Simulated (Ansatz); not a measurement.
```xyz
11

C     0.1402    0.4711   -0.0453
C     3.1340   -1.3282    0.3482
O     0.3384   -2.6219    0.0020
O     1.4078   -1.3304   -2.2266
W     1.2221   -1.2693   -0.5352
H     0.0051    0.5274    1.0493
H     0.6932    1.3620   -0.3914
H    -0.8577    0.4864   -0.5125
H     3.7266   -0.4608    0.0076
H     3.0360   -1.2945    1.4476
H     3.6873   -2.2435    0.0834
```

Geometry: PBE0-D4/def2-SVP; core potentials replace the inner electrons of W.

The calculation used isolated molecule in a Gaussian basis; Kohn-Sham density functional theory, functional PBE0 (Ansatz 0.2.0).

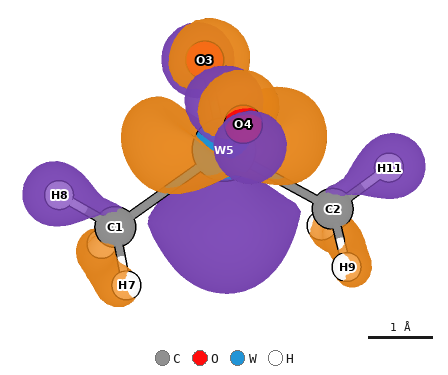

C₂H₆O₂W. The LUMO at ±0.1 Å⁻³ᐟ² (orange and purple are the two phases), seen at a tilt.

> Describe this orbital and give its energy.

Its weight (Hirshfeld) is mainly on W5 (about 60 %), O4 (about 10 %), O3 (about 10 %), C2 (about 5 %) and C1 (about 5 %). Its energy is −2.40 eV.
